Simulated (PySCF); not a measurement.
| atom | x (Å) | y (Å) | z (Å) |
| --- | --- | --- | --- |
| F | 2.5381 | -0.7120 | -0.6659 |
| C | 1.8761 | -0.2207 | 0.4331 |
| F | 2.4421 | 1.0174 | 0.6206 |
| C | 0.4305 | -0.1453 | 0.2217 |
| C | -0.3307 | 0.5906 | -0.8271 |
| C | -1.7282 | 0.2254 | -0.4320 |
| C | -1.6745 | -0.5661 | 0.6446 |
| O | -0.4114 | -0.8124 | 1.0657 |
| H | 2.1418 | -0.8477 | 1.2956 |
| H | -0.1499 | 1.6755 | -0.8020 |
| H | -0.0754 | 0.2644 | -1.8462 |
| H | -2.6070 | 0.5587 | -0.9439 |
| H | -2.4558 | -1.0275 | 1.2180 |

Geometry: GFN2-xTB.

These are results of UKS B3LYP, pcH-1 on C F H O, non-relativistic, mean-field spin-orbit, GIAO (PySCF), not measurements.

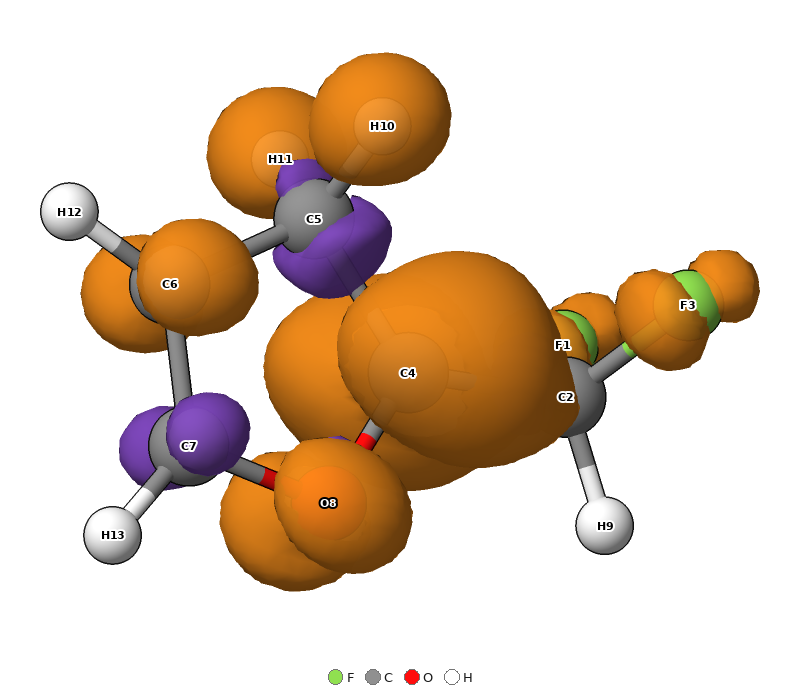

C₅H₅F₂O (doublet). Isosurfaces of the spin density at +0.02 (orange) and −0.02 e/Å³ (purple), seen at a tilt.

Which atoms carry the spin?

The unpaired spin (1 electron) lies mostly on C4 (about 0.5) and O8 (about 0.1), in electrons by Hirshfeld's partition.
